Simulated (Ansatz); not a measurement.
# Fe wire along [100], 21 atoms a period: bands along the axis

Wanted: the relaxed geometry and the bands of the Fe wire along [100], 21 atoms a period.

Method: DFT PBE, plane waves, PAW; relaxation of a wire's period; PAW set soft_1, in the first sound run; inputs show where later runs differ, in Ansatz 0.2.0.

### 1. The starting structure

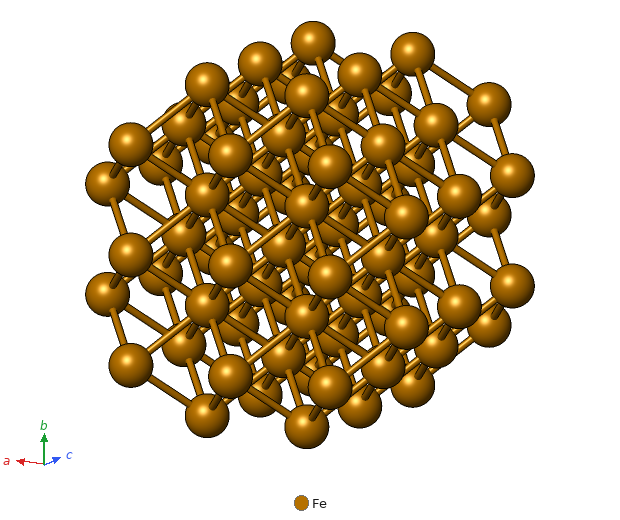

Start, viewed at a slant to the c axis; iron orange. 1×1×3 cells are drawn. Some periodic images of atoms are drawn too.

The cell holds 21 atoms: 21 Fe. Its edges and angles: a = 15.290 Å, b = 15.290 Å, c = 2.830 Å, α = 90.0°, β = 90.0°, γ = 90.0°. Vacuum lies along a and b. The structure's axis is c.

### 2. Relaxing the period

Band widths follow the bond lengths, so the wire is relaxed first. The atoms and the third cell vector are free; the box across stays fixed as vacuum. Moments are seeded so that a magnetic state can form if it lies lower. A Fermi-Dirac smearing is set since the result may be a metal. The pressure printed is a third of the stress's trace over the whole box, vacuum included; only the stress along the axis is relaxed.

The input, input.yaml:

```yaml
crystal:
  lattice:
    - [15.29, 0.0, 0.0]
    - [0.0, 15.29, 0.0]
    - [0.0, 0.0, 2.83]
  atoms:
    - { symbol: Fe, position: [0.314911707, 0.314911707, 0.0], spin: 2.4 }
    - { symbol: Fe, position: [0.314911707, 0.5, 0.0], spin: 2.4 }
    - { symbol: Fe, position: [0.314911707, 0.685088293, 0.0], spin: 2.4 }
    - { symbol: Fe, position: [0.5, 0.314911707, 0.0], spin: 2.4 }
    - { symbol: Fe, position: [0.5, 0.5, 0.0], spin: 2.4 }
    - { symbol: Fe, position: [0.5, 0.685088293, 0.0], spin: 2.4 }
    - { symbol: Fe, position: [0.685088293, 0.314911707, 0.0], spin: 2.4 }
    - { symbol: Fe, position: [0.685088293, 0.5, 0.0], spin: 2.4 }
    - { symbol: Fe, position: [0.685088293, 0.685088293, 0.0], spin: 2.4 }
    - { symbol: Fe, position: [0.22236756, 0.407455853, 0.5], spin: 2.4 }
    - { symbol: Fe, position: [0.22236756, 0.592544147, 0.5], spin: 2.4 }
    - { symbol: Fe, position: [0.407455853, 0.22236756, 0.5], spin: 2.4 }
    - { symbol: Fe, position: [0.407455853, 0.407455853, 0.5], spin: 2.4 }
    - { symbol: Fe, position: [0.407455853, 0.592544147, 0.5], spin: 2.4 }
    - { symbol: Fe, position: [0.407455853, 0.77763244, 0.5], spin: 2.4 }
    - { symbol: Fe, position: [0.592544147, 0.22236756, 0.5], spin: 2.4 }
    - { symbol: Fe, position: [0.592544147, 0.407455853, 0.5], spin: 2.4 }
    - { symbol: Fe, position: [0.592544147, 0.592544147, 0.5], spin: 2.4 }
    - { symbol: Fe, position: [0.592544147, 0.77763244, 0.5], spin: 2.4 }
    - { symbol: Fe, position: [0.77763244, 0.407455853, 0.5], spin: 2.4 }
    - { symbol: Fe, position: [0.77763244, 0.592544147, 0.5], spin: 2.4 }
magnetization:
  spin_polarized: true
kpoints:
  mp_grid: { grid: [1, 1, 29] }
scf:
  occupations: { method: fermi_dirac, width: 0.05 }
hamiltonian:
  xc: pbe
  pseudopotentials: { kind: paw, azcp: { folder: soft_1 } }
relax:
  cell: { fix: [a, b, alpha, beta, gamma] }
  max_steps: 45
  f_tol: 0.03
```

Command:

```sh
$ ansatz run input.yaml --threads 4 --pin off --max-ram 16384MiB --backend cpu --events-out ev --progress --plain --runs-dir out
```

Numbers of over 12 decimals in the logs are rounded to 6 here.

What it wrote:

```text
Engine: ansatz 0.2.0, aarch64-unknown-linux-gnu
Pseudopotentials: kind: paw
Pseudopotential: Fe, paw, valence charge 16, recommended cutoff 420 eV (normal), soft_1/Fe.paw.azcp
Functional definition: PBE
  parameter kappa = 0.804
  parameter beta = 0.066725
  exchange = pbe_x(kappa = kappa, mu = beta*pi^2/3)
  correlation = pbe_c(beta = beta)
Crystal: 21 atoms, lattice volume = 661.609 Å³
Basis set: ecut = 420 eV, 12941 PW (Γ), exchange–correlation on 216×216×40 points (8 copies of the dense FFT grid, shifted against one another)
Bands: 232, of which v1, the nominal top of the filled ones, is band 168 counted from 1 (167 counted from 0)
Symmetry: 16 space group operations
Space group: P4/mmm (ITA 123), of the structure as read, at distance tolerance 8.7e-5 Å
Magnetic group: BNS 123.339 (UNI 999), of the structure as read, at distance tolerance 8.7e-5 Å
k-points: 15 of 29
Non-local potential: Fe, projectors of the file, l = 0: 3, l = 1: 2, l = 2: 3, l = 3: 1
PAW form: soft (Blöchl's): semilocal exchange-correlation on the pseudo side does not see the compensation charge
PAW one-centre angular grid: Fe, 590 points (default); XC on 64 Gauss nodes
Initial density: superposition of atomic densities (neutral atoms: chi_scale 0, normalization atom)
Starting moments: Σ|m| = 50.4 μB on 21 of 21 sites
Initial wavefunctions: pseudopotential atomic-orbital guess
Functional: x = pbe(κ = 0.804, μ = 0.219515), c = pbe(β = 0.066725)
SCF iter   1: F=—  HF=-94069.163079 eV  |F-HF|=—  |Δ(HF+E_count)|=         —  Δρ=4.62e-2 (↑2.01e-2 ↓4.62e-2)  dr2=7.06e1  dr2_m=4.67e0  M=52.040 μB ∫|m|=52.447 μB  β_m=0.30  ethr=3.10e-3  ⟨swp⟩=7.9  Hψ=30950  notcnv=0  defer=368
Mixer restart at iter 1: flushing history
preconditioner: auto → LDOS  [metal: Δε(μ)=0.007 eV  Ē_g=5.929 eV  σ=0.050 eV  W_gap=0.03  n_scr=150 (ndim 8)  ℏωp=18.7 eV  f_vac=0.513  D(μ)=34.60/eV (n_scr^D=354)]
spin=Collinear: LDOS preconditioning applied to the charge; magnetization (m = ρ↑ − ρ↓) channel mixes plain (no charge-response kernel on spin).
SCF iter   2: F=—  HF=-94062.149028 eV  |F-HF|=—  |Δ(HF+E_count)|=    7.01e0  Δρ=2.78e-2 (↑2.78e-2 ↓2.68e-2)  dr2=1.45e1  dr2_m=3.81e0  M=53.452 μB ∫|m|=54.139 μB  β_m=0.39  ethr=3.10e-3  ⟨swp⟩=3.0  Hψ=12409  notcnv=0  defer=871
SCF iter   3: F=—  HF=-94070.801565 eV  |F-HF|=—  |Δ(HF+E_count)|=    8.65e0  Δρ=1.68e-2 (↑1.26e-2 ↓1.68e-2)  dr2=7.73e-1  dr2_m=1.23e0  M=53.831 μB ∫|m|=54.953 μB  β_m=0.46  ethr=3.10e-3  ⟨swp⟩=2.9  Hψ=11624  notcnv=0  defer=885
SCF iter   4: F=—  HF=-94074.329467 eV  |F-HF|=—  |Δ(HF+E_count)|=    3.53e0  Δρ=9.77e-3 (↑9.77e-3 ↓7.70e-3)  dr2=1.77e-1  dr2_m=4.31e-1  M=54.674 μB ∫|m|=56.245 μB  β_m=0.73  ethr=2.30e-4  ⟨swp⟩=3.1  Hψ=11221  notcnv=0  defer=885
SCF iter   5: F=—  HF=-94075.460990 eV  |F-HF|=—  |Δ(HF+E_count)|=         —  Δρ=5.97e-3 (↑5.97e-3 ↓4.33e-3)  dr2=4.60e-1  dr2_m=1.15e-1  M=56.237 μB ∫|m|=58.301 μB  β_m=0.73  ethr=5.25e-5  ⟨swp⟩=2.9  Hψ=14675  notcnv=0  defer=872
SCF iter   6: F=—  HF=-94075.381993 eV  |F-HF|=—  |Δ(HF+E_count)|=   7.90e-2  Δρ=3.72e-3 (↑3.72e-3 ↓2.10e-3)  dr2=9.85e-2  dr2_m=2.95e-2  M=56.210 μB ∫|m|=58.421 μB  β_m=0.64  ethr=5.25e-5  ⟨swp⟩=2.4  Hψ=13143  notcnv=0  defer=869
SCF iter   7: F=—  HF=-94075.417401 eV  |F-HF|=—  |Δ(HF+E_count)|=   3.54e-2  Δρ=1.31e-3 (↑1.31e-3 ↓6.66e-4)  dr2=7.82e-3  dr2_m=4.12e-3  M=56.240 μB ∫|m|=58.376 μB  β_m=0.60  ethr=2.93e-5  ⟨swp⟩=2.1  Hψ=13118  notcnv=0  defer=869
SCF iter   8: F=—  HF=-94075.416404 eV  |F-HF|=—  |Δ(HF+E_count)|=   9.97e-4  Δρ=6.33e-4 (↑3.89e-4 ↓6.33e-4)  dr2=1.46e-3  dr2_m=1.31e-3  M=56.273 μB ∫|m|=58.414 μB  β_m=0.75  ethr=2.33e-6  ⟨swp⟩=3.7  Hψ=15692  notcnv=0  defer=869
SCF iter   9: F=—  HF=-94075.418663 eV  |F-HF|=—  |Δ(HF+E_count)|=   2.26e-3  Δρ=2.09e-4 (↑2.09e-4 ↓1.72e-4)  dr2=7.15e-4  dr2_m=5.46e-5  M=56.315 μB ∫|m|=58.465 μB  β_m=0.72  ethr=4.34e-7  ⟨swp⟩=2.8  Hψ=12615  notcnv=0  defer=869
SCF iter  10: F=—  HF=-94075.418656 eV  |F-HF|=—  |Δ(HF+E_count)|=   6.85e-6  Δρ=7.50e-5 (↑7.50e-5 ↓6.16e-5)  dr2=1.04e-4  dr2_m=1.22e-5  M=56.330 μB ∫|m|=58.479 μB  β_m=0.76  ethr=2.13e-7  ⟨swp⟩=2.0  Hψ=9643  notcnv=0  defer=869
SCF iter  11: F=—  HF=-94075.418677 eV  |F-HF|=—  |Δ(HF+E_count)|=   2.06e-5  Δρ=5.43e-5 (↑5.43e-5 ↓3.61e-5)  dr2=2.84e-5  dr2_m=3.99e-6  M=56.336 μB ∫|m|=58.484 μB  β_m=0.70  ethr=3.11e-8  ⟨swp⟩=2.0  Hψ=9758  notcnv=0  defer=869
SCF iter  12: F=—  HF=-94075.418660 eV  |F-HF|=—  |Δ(HF+E_count)|=   1.70e-5  Δρ=2.43e-5 (↑2.43e-5 ↓1.58e-5)  dr2=5.57e-6  dr2_m=9.97e-7  M=56.335 μB ∫|m|=58.483 μB  β_m=0.67  ethr=8.46e-9  ⟨swp⟩=2.3  Hψ=10950  notcnv=0  defer=869
SCF iter  13: F=—  HF=-94075.418660 eV  |F-HF|=—  |Δ(HF+E_count)|=   2.99e-7  Δρ=1.29e-5 (↑1.29e-5 ↓8.90e-6)  dr2=1.71e-6  dr2_m=2.30e-7  M=56.337 μB ∫|m|=58.485 μB  β_m=0.62  ethr=1.66e-9  ⟨swp⟩=3.2  Hψ=13321  notcnv=0  defer=869
SCF iter  14: F=—  HF=-94075.418660 eV  |F-HF|=—  |Δ(HF+E_count)|=   6.09e-7  Δρ=5.67e-6 (↑4.81e-6 ↓5.67e-6)  dr2=3.69e-7  dr2_m=8.08e-8  M=56.337 μB ∫|m|=58.484 μB  β_m=0.66  ethr=5.10e-10  ⟨swp⟩=2.5  Hψ=11494  notcnv=0  defer=869
SCF iter  15: F=—  HF=-94075.418661 eV  |F-HF|=—  |Δ(HF+E_count)|=   2.36e-7  Δρ=2.43e-6 (↑1.34e-6 ↓2.43e-6)  dr2=4.36e-8  dr2_m=1.12e-8  M=56.337 μB ∫|m|=58.484 μB  β_m=0.71  ethr=1.10e-10  ⟨swp⟩=2.1  Hψ=9687  notcnv=0  defer=869
SCF iter  16: F=—  HF=-94075.418661 eV  |F-HF|=—  |Δ(HF+E_count)|=   3.75e-8  Δρ=1.16e-6 (↑1.16e-6 ↓1.04e-6)  dr2=1.75e-8  dr2_m=2.09e-9  M=56.337 μB ∫|m|=58.484 μB  β_m=0.66  ethr=1.30e-11  ⟨swp⟩=2.9  Hψ=12767  notcnv=0  defer=869
SCF iter  17: F=-94075.418661 eV  HF=-94075.418661 eV  |F-HF|=1.67e-9  |Δ(HF+E_count)|=   1.82e-9  Δρ=5.76e-7 (↑4.64e-7 ↓5.76e-7)  dr2=4.07e-9  dr2_m=8.09e-10  M=56.337 μB ∫|m|=58.484 μB  ethr=5.20e-12  ⟨swp⟩=1.9  Hψ=22666  notcnv=0
SCF 1 converged in 17 iterations: F = -94075.418661 eV  dr2 = 4.07e-9
  greatest PAW one-centre occupation: 1.001 electrons in one spin orbital (limit 2), on the Fe atom at site 20 (counted from 0), in its partial waves of l = 1
relax step   1: F+E_penalty+E_count = -94075.41866059 eV  Δ(F+E_penalty+E_count) = +0.000e0 eV  max|allowed force component| = 4.405e-1 eV/Å  Δτ_max = 0.0000 Å  P = -1.193 GPa  Ω = 661.609 Å³  fix = [a, b, alpha, beta, gamma]  reactions: a -0.562, b -0.562 GPa  (17 SCF iters, dr2 threshold 1.00e-7 eV, accepted)
Crystal: 21 atoms, lattice volume = 648.469 Å³
Basis set: ecut = 420 eV, 12709 PW (Γ), exchange–correlation on 216×216×40 points (8 copies of the dense FFT grid, shifted against one another)
Initial density: handed on by an earlier stage of this run
[...]
SCF iter   3: F=—  HF=-94075.675147 eV  |F-HF|=—  |Δ(HF+E_count)|=   1.26e-5  Δρ=3.10e-5 (↑3.10e-5 ↓1.82e-5)  dr2=1.28e-5  dr2_m=5.05e-7  M=55.720 μB ∫|m|=57.790 μB  β_m=0.51  ethr=3.57e-8  ⟨swp⟩=2.1  Hψ=8824  notcnv=0
SCF iter   4: F=—  HF=-94075.675149 eV  |F-HF|=—  |Δ(HF+E_count)|=   1.78e-6  Δρ=2.04e-5 (↑2.04e-5 ↓1.17e-5)  dr2=5.87e-6  dr2_m=9.78e-7  M=55.722 μB ∫|m|=57.792 μB  β_m=0.47  ethr=3.81e-9  ⟨swp⟩=2.0  Hψ=9630  notcnv=0
SCF iter   5: F=—  HF=-94075.675151 eV  |F-HF|=—  |Δ(HF+E_count)|=   2.08e-6  Δρ=7.49e-6 (↑7.49e-6 ↓7.07e-6)  dr2=1.27e-6  dr2_m=2.15e-7  M=55.722 μB ∫|m|=57.791 μB  β_m=0.66  ethr=1.75e-9  ⟨swp⟩=2.0  Hψ=9225  notcnv=0
SCF iter   6: F=—  HF=-94075.675152 eV  |F-HF|=—  |Δ(HF+E_count)|=   1.23e-6  Δρ=5.03e-6 (↑5.03e-6 ↓2.20e-6)  dr2=1.57e-7  dr2_m=5.82e-8  M=55.722 μB ∫|m|=57.791 μB  β_m=0.60  ethr=3.77e-10  ⟨swp⟩=2.1  Hψ=9797  notcnv=0
SCF iter   7: F=—  HF=-94075.675152 eV  |F-HF|=—  |Δ(HF+E_count)|=   5.66e-8  Δρ=1.40e-6 (↑1.40e-6 ↓1.20e-6)  dr2=3.16e-8  dr2_m=3.83e-9  M=55.722 μB ∫|m|=57.791 μB  β_m=0.58  ethr=4.67e-11  ⟨swp⟩=2.6  Hψ=12211  notcnv=0
SCF iter   8: F=—  HF=-94075.675152 eV  |F-HF|=—  |Δ(HF+E_count)|=   1.61e-8  Δρ=4.51e-7 (↑4.51e-7 ↓4.39e-7)  dr2=1.95e-9  dr2_m=6.14e-10  M=55.722 μB ∫|m|=57.791 μB  β_m=0.65  ethr=9.40e-12  ⟨swp⟩=2.6  Hψ=9918  notcnv=0
SCF iter   9: F=—  HF=-94075.675152 eV  |F-HF|=—  |Δ(HF+E_count)|=   9.77e-8  Δρ=3.05e-7 (↑3.05e-7 ↓2.00e-7)  dr2=4.26e-10  dr2_m=2.69e-10  M=55.722 μB ∫|m|=57.791 μB  β_m=0.70  ethr=1.00e-12  ⟨swp⟩=3.3  Hψ=12176  notcnv=0
SCF iter  10: F=—  HF=-94075.675152 eV  |F-HF|=—  |Δ(HF+E_count)|=  2.91e-10  Δρ=1.35e-7 (↑1.35e-7 ↓6.76e-8)  dr2=2.27e-10  dr2_m=2.62e-11  M=55.722 μB ∫|m|=57.791 μB  β_m=0.66  ethr=1.00e-12  ⟨swp⟩=2.0  Hψ=8590  notcnv=0
SCF iter  11: F=—  HF=-94075.675152 eV  |F-HF|=—  |Δ(HF+E_count)|=  4.37e-11  Δρ=4.29e-8 (↑3.74e-8 ↓4.29e-8)  dr2=7.07e-12  dr2_m=7.05e-12  M=55.722 μB ∫|m|=57.791 μB  β_m=0.75  ethr=1.00e-12  ⟨swp⟩=1.4  Hψ=7144  notcnv=0
SCF iter  12: F=-94075.675152 eV  HF=-94075.675152 eV  |F-HF|=2.47e-10  |Δ(HF+E_count)|=  2.04e-10  Δρ=8.89e-8 (↑4.67e-8 ↓8.89e-8)  dr2=1.94e-10  dr2_m=5.84e-12  M=55.722 μB ∫|m|=57.791 μB  ethr=1.00e-12  ⟨swp⟩=2.5  Hψ=18794  notcnv=0
SCF 6 converged in 12 iterations: F = -94075.675152 eV  dr2 = 1.94e-10
relax step   6: F+E_penalty+E_count = -94075.67515236 eV  Δ(F+E_penalty+E_count) = +1.369e-2 eV  max|allowed force component| = 1.073e-2 eV/Å  Δτ_max = 0.0000 Å  P = +0.063 GPa  Ω = 635.740 Å³  fix = [a, b, alpha, beta, gamma]  reactions: a +0.077, b +0.077 GPa  stress off target by 3.51e-2 GPa on what of the cell is left free  SCF on the basis re-selected at this cell (its energy is not comparable with the rows above)  (12 SCF iters)
basis re-selected at this cell: Δ(F+E_penalty+E_count) = +1.369e-2 eV, ΔP = +0.008 GPa vs the last step (what re-selecting the basis moved, of the pressure what is left beyond the Pulay correction that the steps carried, after the strain that the cell walked since its last selection, with what the two solves' SCF thresholds leave and, on support functions, any second-order correction that the steps lacked; it is no m [...]
SCF converged after 12 iterations
Magnetization: 55.7216 μB (195.8608 up, 140.1392 down)
Absolute magnetization: 57.7958 μB (∫|ρ↑−ρ↓|, with the PAW one-centre terms)
Spin contamination: 0.9435 ħ² per cell (⟨S²⟩ above its minimum at these occupations)
Per-site moments (μB) at R_I (Å): [(2.696063, 1.006908), (2.273577, 0.988873), (2.696063, 1.006908), (2.273577, 0.988873), (2.283717, 1.008286), (2.273577, 0.988873), (2.696063, 1.006908), (2.273577, 0.988873), (2.696063, 1.006908), (2.828291, 0.988873), (2.828291, 0.988873), (2.828291, 0.988873), (2.436425, 1.006908), (2.436425, 1.006908), (2.828291, 0.988873), (2.828291, 0.988873), (2.436425, 1.006908), (2.436425, 1.006908), (2.828291, 0.988873), (2.828291, 0.988873), (2.828291, 0.988873)]
Free energy (F): -94075.675152 eV
Harris-Foulkes:  -94075.675152 eV  (|F-HF|=2.47e-10)
Internal energy: -94075.500806 eV  (E = F + TS)
E sigma→0 (E₀):  -94075.587979 eV
Entropy (-TS):   -0.174346 eV (-8.302 meV/atom)
Fermi energy:    4.586000 eV
--- Per-component energies (eV) ---
  E_band       = -9134.968839
  E_kinetic    = 6917.046005
  E_local      = -287279.518774  (includes V_loc(G=0)·N_el)
  E_nonlocal   = 6136.125007
  E_hartree    = 137467.343132
  E_xc         = -2298.419373
  E_vxc        = -2950.167811  (∫ρ·V_xc dr)
  E_paw        = -29058.996574  (= ΣΔE_a)
  E_vpaw       = -6893.113967  (= ΣTr[D̂ρ^β])
  E_aug_tail   = -0.021372  (compensation charges beyond the density's cutoff)
  E_ewald      = 74040.941142
  E_smearing   = -0.174346  (= −TS)
  E_closure    = 0.000000  (closes the sum)
  Σ components = -94075.675152   (vs F -94075.675152, Δ=0.00e0)
--- Forces (eV/Å), atoms counted from 1 ---
  atom   1  Fe    -0.00545903    -0.00545903    -0.00000000
  atom   2  Fe    -0.01073042     0.00000000    -0.00000000
  atom   3  Fe    -0.00545903     0.00545903    -0.00000000
  atom   4  Fe     0.00000000    -0.01073042     0.00000000
  atom   5  Fe     0.00000000     0.00000000     0.00000000
  atom   6  Fe    -0.00000000     0.01073042    -0.00000000
  atom   7  Fe     0.00545903    -0.00545903     0.00000000
  atom   8  Fe     0.01073042     0.00000000     0.00000000
  atom   9  Fe     0.00545903     0.00545903     0.00000000
  atom  10  Fe    -0.00552364    -0.00402832    -0.00000000
  atom  11  Fe    -0.00552364     0.00402832    -0.00000000
  atom  12  Fe    -0.00402832    -0.00552364    -0.00000000
  atom  13  Fe    -0.00530271    -0.00530271    -0.00000000
  atom  14  Fe    -0.00530271     0.00530271    -0.00000000
  atom  15  Fe    -0.00402832     0.00552364    -0.00000000
  atom  16  Fe     0.00402832    -0.00552364     0.00000000
  atom  17  Fe     0.00530271    -0.00530271     0.00000000
  atom  18  Fe     0.00530271     0.00530271     0.00000000
  atom  19  Fe     0.00402832     0.00552364     0.00000000
  atom  20  Fe     0.00552364    -0.00402832     0.00000000
  atom  21  Fe     0.00552364     0.00402832     0.00000000
  max |Σ_I F_I| component: 1.73e-18 eV/Å
--- Stress (GPa, compression-positive) ---
        0.076923       0.000000       0.000000
        0.000000       0.076923       0.000000
        0.000000       0.000000       0.035070
  P = ⅓ Tr σ = 0.0630 GPa (0.630 kbar)
--- Relaxed structure (5 steps of the walk, 5 accepted, 1 SCFs on fresh bases) ---
  F+E_penalty+E_count = -94075.67515236 eV   max|allowed force component| = 1.073e-2 eV/Å   (the final SCF, on the basis selected at the relaxed cell)
  cell:  # Å, volume = 635.7405 Å³
    - [15.29, 0, 0]
    - [0, 15.29, 0]
    - [0, 0, 2.719349]
  atoms:
    - { symbol: Fe, position: [0.312309, 0.312309, 0] }
    - { symbol: Fe, position: [0.312183, 0.500000, 0] }
    - { symbol: Fe, position: [0.312309, 0.687691, 0] }
    - { symbol: Fe, position: [0.500000, 0.312183, 0] }
    - { symbol: Fe, position: [0.500000, 0.500000, 0] }
    - { symbol: Fe, position: [0.500000, 0.687817, 0] }
    - { symbol: Fe, position: [0.687691, 0.312309, 0] }
    - { symbol: Fe, position: [0.687817, 0.500000, 0] }
    - { symbol: Fe, position: [0.687691, 0.687691, 0] }
    - { symbol: Fe, position: [0.219024, 0.410582, 0.500000] }
    - { symbol: Fe, position: [0.219024, 0.589418, 0.500000] }
    - { symbol: Fe, position: [0.410582, 0.219024, 0.500000] }
    - { symbol: Fe, position: [0.406061, 0.406061, 0.500000] }
    - { symbol: Fe, position: [0.406061, 0.593939, 0.500000] }
    - { symbol: Fe, position: [0.410582, 0.780976, 0.500000] }
    - { symbol: Fe, position: [0.589418, 0.219024, 0.500000] }
    - { symbol: Fe, position: [0.593939, 0.406061, 0.500000] }
    - { symbol: Fe, position: [0.593939, 0.593939, 0.500000] }
    - { symbol: Fe, position: [0.589418, 0.780976, 0.500000] }
    - { symbol: Fe, position: [0.780976, 0.410582, 0.500000] }
    - { symbol: Fe, position: [0.780976, 0.589418, 0.500000] }
```

The job ended after 30 min (4 threads of Arm Neoverse N1, shared host; peak memory 5 GiB).

The steps of the relaxation:

```csv
step,energy less that of the first step (eV),largest force component (eV/Å),pressure (GPa),volume (Å³)
1,0.0000,0.4405,-1.19,661.61
2,-0.1917,0.2249,-0.49,648.47
3,-0.2652,0.0536,0.20,634.27
4,-0.2696,0.0319,0.00,635.87
5,-0.2702,0.0107,0.05,635.74
6*,-0.2565,0.0107,0.06,635.74
```

Relaxation steps marked * repeat the geometry before them on a plane-wave basis chosen anew for their cell, so energy and pressure can jump there.

Forces are held to the 16 operations that the run works with; a distortion that breaks them can't arise in this run.

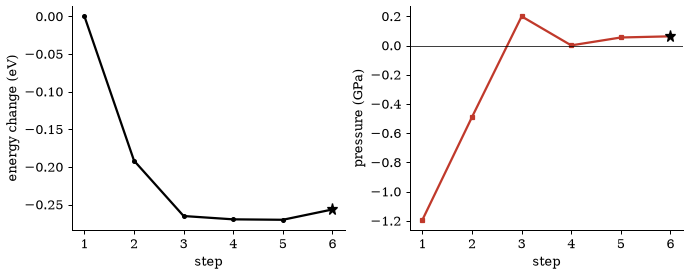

Energy and pressure along the relaxation. Stars mark steps on a basis chosen anew.

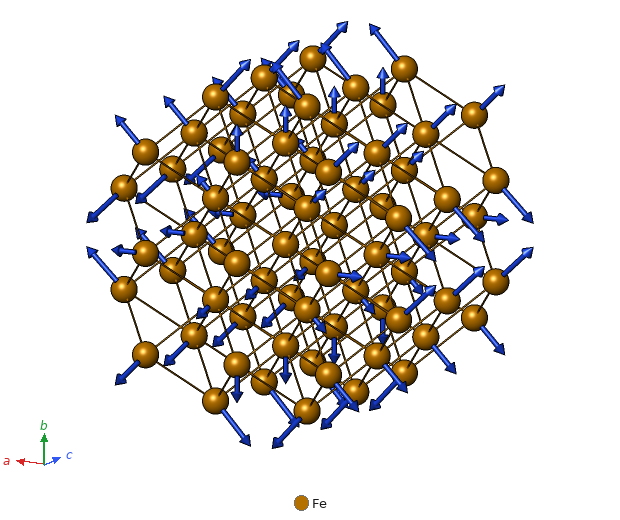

Displacements in the relaxation, exaggerated, measured against the changing cell; the longest in the cell stands for 0.07 Å. 1×1×3 cells are drawn. Some periodic images of atoms are drawn too.

| cell as run | before | after | change |
| --- | --- | --- | --- |
| c (Å) | 2.830 | 2.719 | -3.9 % |

The atoms that moved most (Å, along periodic axes as changes of fractional coordinates times the final cell, across vacuum about the mean position):

| atom | dx | dy | dz | length |
| --- | --- | --- | --- | --- |
| Fe16 | -0.048 | -0.051 | 0.000 | 0.070 |
| Fe11 | -0.051 | -0.048 | 0.000 | 0.070 |
| Fe21 | 0.051 | -0.048 | 0.000 | 0.070 |
| Fe19 | -0.048 | 0.051 | 0.000 | 0.070 |
| Fe15 | 0.048 | 0.051 | 0.000 | 0.070 |
| Fe20 | 0.051 | 0.048 | 0.000 | 0.070 |
| Fe10 | -0.051 | 0.048 | 0.000 | 0.070 |
| Fe12 | 0.048 | -0.051 | 0.000 | 0.070 |

This step gave:

```yaml
energy_at_zero_smearing: -94075.5880 eV
total_moment: 55.72 μB
absolute_moment: 57.80 μB
cell_length_along_the_wire: 2.719 Å
```

(Part 1 of 2 ends here.)

[Logs are printed without paths, hosts, clocks, repeated set-up lines and the standing remarks that a program may print on its own settings, such as how far it seeks lower states.]

[Hosts, paths, dates, database ids (printed as entryN), source tags and the programs' standing remarks are cut or masked in the printed files.]
